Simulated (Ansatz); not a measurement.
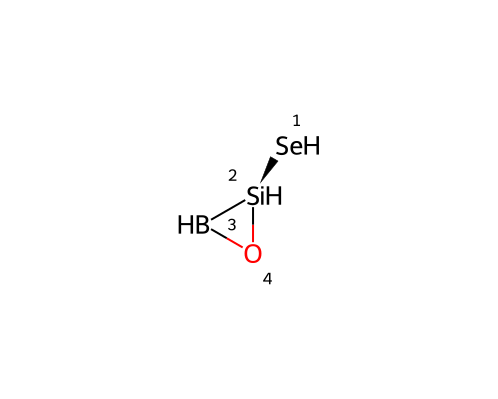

Skeletal drawing with numbered atoms; wedges and dashes mark any stereocentres. The configuration is that of a computed structure (PBE-D4/def2-SVP).

### Assign CIP descriptors.

Si2: R.

### Write the isomeric SMILES.

[SeH][Si@@H]1BO1
